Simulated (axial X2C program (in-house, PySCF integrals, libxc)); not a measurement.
# PN⁺: bond curves with and without spin–orbit coupling, part 1 of 2

What are the state, bond length, wavenumber and bond energy of PN⁺, and what does spin–orbit coupling change?

Method: all-electron X2C, P dyall-v3z, N dyall-av3z; program: an in-house X2C program for linear molecules on PySCF integrals.

All values are calculated.

### Step 1. Set-up

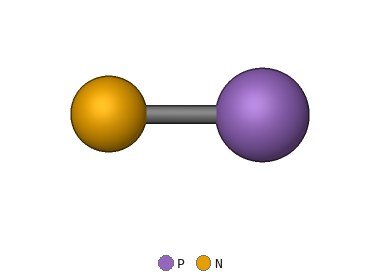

The two atoms at 1.620 Å (phosphorus purple, nitrogen amber).

Contents of task.json:

```json
{"zs": [15, 7], "q": 1, "bas": ["dyall-v3z", "dyall-av3z"], "levels": ["PBE0", "HF", "B3LYP"], "cc": true, "r0": 1.62, "thr": -2.0, "nmax": 90, "npts": 10, "nst": 2, "ntry": 6}
```

Keys: zs atomic numbers; q charge; bas basis sets; levels methods (HF also brings MP2); cc coupled cluster on or off; r0 starting distance in Å; thr threshold in hartree for freezing inner shells (an s shell follows its p shell); nmax most natural virtual spinors; npts points asked for on the curve; nst determinants followed; ntry starts of the search.

On the command line:

```bash
> python so2c.py task.json out
```

Spin-free means the one-electron spin-free X2C Hamiltonian; two-component (2c) means X2C with spin–orbit coupling and atomic mean-field two-electron Coulomb and Gaunt terms. Basis: P dyall-v3z contracted to [8s7p2d1f], N dyall-av3z contracted to [7s7p3d2f]; Gaussian nuclei, density fitting. Masses: P 30.974 u, N 14.003 u.

Notation: σ, π±, δ± give the projection m of an orbital's angular momentum (0, ±1, ±2), α and β its spin, Λ and M_S the sums; ω is the projection of a spinor's total angular momentum and Ω the sum. Logs are in hartree.

The results follow Hamiltonian by Hamiltonian and level by level.

### Step 2. Search for the lowest determinant

PBE0 moves the distance from 1.620 Å to 1.481 Å and compares determinants there.

Spin-free determinants:

| ΔE (eV) | state | open shells |
| --- | --- | --- |
| 0.00 | M_S = 1/2, Λ = 0 | beyond closed shells: σα |
| 0.52 | M_S = 1/2, Λ = 1 | beyond closed shells: π+α, π+β, π-α |
| 4.21 | M_S = 3/2, Λ = 2 | beyond closed shells: σα, 2 × π+α, π+β, π-α |
| 4.21 | M_S = 3/2, Λ = 0 | beyond closed shells: σα, π+α, π+β, 2 × π-α |
| 4.42 | M_S = 3/2, Λ = 1 | beyond closed shells: 2 × π+α, π-α |
| 5.08 | M_S = 1/2, Λ = 2 | beyond closed shells: σα, 2 × π+α, π+β, π-β |
| 5.11 | M_S = 1/2, Λ = 2 | beyond closed shells: σα, π+α, 2 × π+β, π-α |

Two-component determinants:

```csv
ΔE (eV),state,open shells
0.00,Ω = 1/2,excess of +ω over −ω: ω = 1/2
0.51,Ω = 3/2,excess of +ω over −ω: ω = 3/2
4.22,Ω = 7/2,"excess of +ω over −ω: ω = 1/2, 2 × ω = 3/2"
4.24,Ω = 3/2,excess of +ω over −ω: ω = 3/2
4.41,Ω = 1/2,"excess of +ω over −ω: 2 × ω = -1/2, ω = 3/2"
4.44,Ω = 5/2,"excess of +ω over −ω: ω = -1/2, 2 × ω = 3/2"
5.09,Ω = 5/2,"excess of +ω over −ω: 2 × ω = 1/2, ω = 3/2"
```

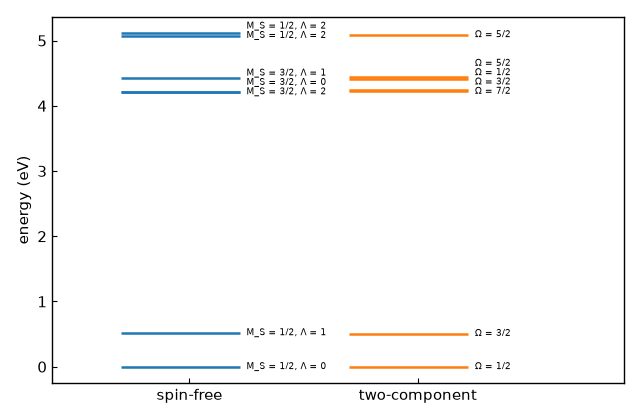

The determinants found, each set from its own lowest.

### Step 3. PBE0, spin-free

State followed: M_S = 1/2, Λ = 0 (beyond closed shells: σα). The scan is laid around 1.481 Å, a first estimate of the minimum, and this SCF restarts from the orbitals of the search.

Output at 1.481 Å:

```text
spin-free X2C-1e  PBE0
basis functions 103  fitting functions 582  grid points 4349
iter        total energy     max residual
   1       -396.328610595     5.43e-05
   2       -396.328610596     4.65e-05
   3       -396.328610601     4.12e-05
   4       -396.328610607     1.54e-05
converged
one-electron -613.98830066  Coulomb 209.78700493  exact exchange -7.23439377  xc functional -22.41054917  nuclear repulsion 37.51762805
```

Along the bond, energies from the lowest point:

| R (Å) | E (eV) | μ (D) | HOMO (eV) | LUMO (eV) | iterations |
| --- | --- | --- | --- | --- | --- |
| 1.288 | 1.7897 | -1.58 | -19.29 | -14.04 | 26 |
| 1.348 | 0.7440 | -1.70 | -18.84 | -14.11 | 23 |
| 1.392 | 0.2931 | -1.78 | -18.52 | -14.15 | 23 |
| 1.437 | 0.0610 | -1.85 | -18.22 | -14.17 | 23 |
| 1.481 | 0.0000 | -1.91 | -17.94 | -14.18 | 4 |
| 1.533 | 0.0911 | -1.97 | -17.62 | -14.18 | 21 |
| 1.585 | 0.3066 | -1.98 | -17.32 | -14.15 | 22 |
| 1.651 | 0.6889 | -1.91 | -16.96 | -14.09 | 23 |
| 1.733 | 1.2070 | -1.71 | -16.60 | -14.00 | 22 |
| 1.851 | 1.9075 | -1.40 | -16.21 | -13.87 | 23 |

Dipoles are positive if N is the positive end and refer to the centre of mass.

Outer orbitals at the reference distance:

```json
{"symmetry": "σα", "occupied": "yes", "ε (eV)": "-33.80", "atomic character": "55% N s, 17% P s, 13% P p"}
{"symmetry": "σβ", "occupied": "yes", "ε (eV)": "-32.41", "atomic character": "50% N s, 21% P s, 12% P p"}
{"symmetry": "σα", "occupied": "yes", "ε (eV)": "-23.59", "atomic character": "42% N p, 30% P s, 17% N s"}
{"symmetry": "σβ", "occupied": "yes", "ε (eV)": "-21.74", "atomic character": "40% P s, 21% P p, 16% N p"}
{"symmetry": "σα", "occupied": "yes", "ε (eV)": "-19.61", "atomic character": "39% N p, 33% P p, 18% P s"}
{"symmetry": "π-α", "occupied": "yes", "ε (eV)": "-18.61", "atomic character": "68% N p, 24% P p, 4% P d"}
{"symmetry": "π+α", "occupied": "yes", "ε (eV)": "-18.61", "atomic character": "68% N p, 24% P p, 4% P d"}
{"symmetry": "π+β", "occupied": "yes", "ε (eV)": "-17.94", "atomic character": "57% N p, 34% P p, 4% N d"}
{"symmetry": "π-β", "occupied": "yes", "ε (eV)": "-17.94", "atomic character": "57% N p, 34% P p, 4% N d"}
{"symmetry": "σβ", "occupied": "no", "ε (eV)": "-14.18", "atomic character": "57% N p, 21% P p, 15% N s"}
{"symmetry": "π+α", "occupied": "no", "ε (eV)": "-10.60", "atomic character": "53% P p, 21% N p, 12% P d"}
{"symmetry": "π-α", "occupied": "no", "ε (eV)": "-10.60", "atomic character": "53% P p, 21% N p, 12% P d"}
{"symmetry": "π+β", "occupied": "no", "ε (eV)": "-10.24", "atomic character": "43% P p, 30% N p, 14% P d"}
```

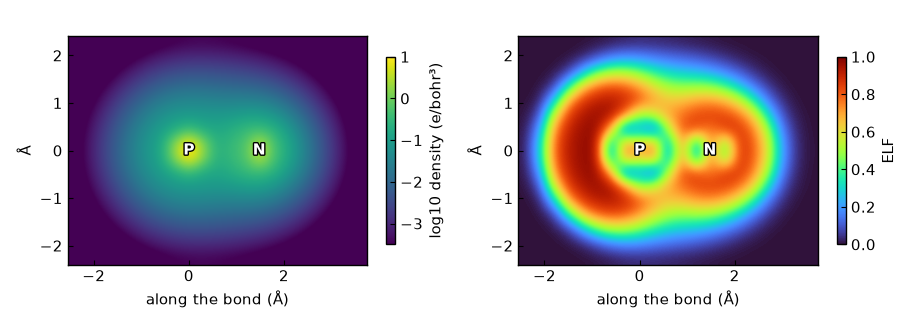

PBE0 fields in a plane through the axis, from a grid of 0.3 Å; P lies at z = 0 and N at z = 1.481 Å; the ELF is damped to zero where the density is low.

Re = 1.477 Å, ωe = 1379 cm⁻¹, ωexe = 10.1 cm⁻¹, Be = 0.8008 cm⁻¹, De = 4.60 eV, μ = -1.91 D.

### Step 4. HF, spin-free

Output at 1.481 Å:

```text
spin-free X2C-1e  HF
basis functions 103  fitting functions 582  grid points 4349
iter        total energy     max residual
   1       -395.621242735     1.19e-01
   2       -395.639323747     1.97e-02
   3       -395.643794596     1.81e-02
   4       -395.648093261     2.27e-02
   5       -395.651946128     1.96e-02
   6       -395.655340609     1.73e-02
   7       -395.656943457     8.44e-03
   8       -395.657235730     4.64e-03
   9       -395.657386482     1.47e-03
  10       -395.657400938     8.91e-04
  11       -395.657403929     2.33e-04
  12       -395.657404284     8.33e-05
  13       -395.657404347     4.33e-05
  14       -395.657404358     4.74e-06
  15       -395.657404359     1.85e-06
converged
one-electron -613.70194149  Coulomb 209.61771559  exact exchange -29.09080651  xc functional 0.00000000  nuclear repulsion 37.51762805
```

Re = 1.538 Å, ωe = 795 cm⁻¹, ωexe = 21.6 cm⁻¹, Be = 0.7395 cm⁻¹, De = 1.42 eV, μ = -0.71 D. ⟨S²⟩ = 1.67 against 0.75 for a pure state, so this determinant mixes spins.

### Step 5. B3LYP, spin-free

Output at 1.481 Å:

```text
spin-free X2C-1e  B3LYP
basis functions 103  fitting functions 582  grid points 4349
iter        total energy     max residual
   1       -396.544219098     2.57e-02
   2       -396.545086583     9.71e-03
   3       -396.545444692     6.33e-03
   4       -396.545547987     7.23e-04
   5       -396.545561588     4.71e-04
   6       -396.545569248     1.66e-04
   7       -396.545570680     8.83e-05
   8       -396.545570774     2.32e-05
   9       -396.545570783     1.08e-05
converged
one-electron -614.04476221  Coulomb 209.84270878  exact exchange -5.78552359  xc functional -24.07562182  nuclear repulsion 37.51762805
```

Re = 1.482 Å, ωe = 1356 cm⁻¹, ωexe = 8.07 cm⁻¹, Be = 0.7958 cm⁻¹, De = 4.70 eV, μ = -2.00 D.

### Step 6. Correlated methods, spin-free

Correlated methods: 9 electrons correlated (frozen shells, counted by type: P 2 s, 1 p; N 1 s), 169 virtual spinors in MP2, 90 natural virtuals in coupled cluster.

Output of the correlated part at 1.481 Å:

```text
correlated 9  virtual 169  natural virtual 90  E(MP2) -0.244094985  MP2 remainder -0.004909481
iter   CCSD correlation   residual
   1     -0.252920261   1.47e-01
   2     -0.266871041   8.90e-02
   3     -0.278786654   6.21e-02
   4     -0.286281137   3.61e-02
   5     -0.288597001   1.39e-02
   6     -0.288889738   5.91e-03
   7     -0.288986090   2.51e-03
   8     -0.288938084   1.10e-03
   9     -0.288929926   5.00e-04
  10     -0.288939825   2.11e-04
  11     -0.288937759   8.64e-05
  12     -0.288938600   3.76e-05
  13     -0.288936827   1.87e-05
  14     -0.288935732   8.71e-06
  15     -0.288935024   4.79e-06
  16     -0.288934746   2.06e-06
  17     -0.288934729   8.79e-07
(T) -0.017532229  T1 0.1237  D1 0.1920  max T2 0.094
```

T1 in the output is the amplitude norm over the root of the electron number; divide by √2 for the Lee–Taylor value.

MP2: No constants are quoted: the reference is strongly spin-contaminated.

CCSD: Re = 1.482 Å, ωe = 1356 cm⁻¹, ωexe = 9.47 cm⁻¹, Be = 0.7954 cm⁻¹, De = 3.97 eV. T1 at Re = 0.088 (Lee–Taylor, the printed value over √2).

CCSD(T): Re = 1.487 Å, ωe = 1353 cm⁻¹, ωexe = 8.12 cm⁻¹, Be = 0.7907 cm⁻¹, De = 4.32 eV. T1 at Re = 0.089 (Lee–Taylor, the printed value over √2).

### Step 7. A higher determinant, spin-free

State: M_S = 1/2, Λ = 1 (beyond closed shells: π+α, π+β, π-α).

Output at the reference distance:

```text
spin-free X2C-1e  PBE0
basis functions 103  fitting functions 582  grid points 4349
iter        total energy     max residual
   1       -396.309519138     7.24e-05
   2       -396.309519155     3.28e-05
   3       -396.309519158     3.95e-06
converged
one-electron -613.95507768  Coulomb 209.79705720  exact exchange -7.24606588  xc functional -22.42306085  nuclear repulsion 37.51762805
```

| R (Å) | E above the lowest PBE0 point (eV) |
| --- | --- |
| 1.288 | 3.591 |
| 1.348 | 2.089 |
| 1.392 | 1.335 |
| 1.437 | 0.828 |
| 1.481 | 0.520 |
| 1.533 | 0.356 |
| 1.585 | 0.353 |
| 1.651 | 0.518 |
| 1.733 | 0.877 |

Re = 1.559 Å, ωe = 1203 cm⁻¹, ωexe = 8.1 cm⁻¹, Be = 0.7192 cm⁻¹, μ = -2.48 D. Te = 0.34 eV.

### Step 8. The spin-free curves together

Energy (eV) of the followed determinant, spin-free, from each level's lowest point:

| R (Å) | PBE0 | HF | MP2 (spin-contaminated) | CCSD | CCSD(T) | B3LYP |
| --- | --- | --- | --- | --- | --- | --- |
| 1.288 | 1.790 | 1.799 | 1.372 | n/a | n/a | 1.836 |
| 1.348 | 0.744 | 0.830 | 0.390 | 0.797 | 0.850 | 0.780 |
| 1.392 | 0.293 | 0.409 | 0.062 | 0.325 | 0.357 | 0.318 |
| 1.437 | 0.061 | 0.166 | 0.000 | 0.076 | 0.090 | 0.074 |
| 1.481 | 0.000 | 0.044 | 0.112 | 0.000 | 0.000 | 0.000 |
| 1.533 | 0.091 | 0.000 | 0.362 | 0.074 | 0.061 | 0.075 |
| 1.585 | 0.307 | 0.021 | 0.668 | 0.272 | 0.252 | 0.278 |
| 1.651 | 0.689 | 0.098 | 1.073 | 0.641 | 0.623 | 0.654 |
| 1.733 | 1.207 | 0.224 | 1.527 | n/a | n/a | 1.189 |
| 1.851 | 1.908 | 0.414 | 2.052 | n/a | n/a | 1.928 |

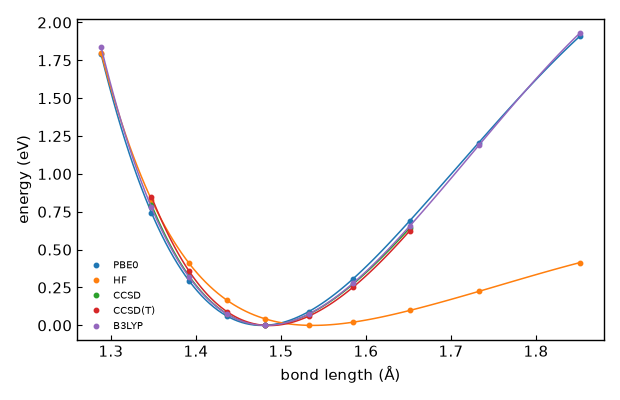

Curves of the followed state, spin-free, each from its own lowest point. Left out: MP2.

(Continued in part 2 of 2.)
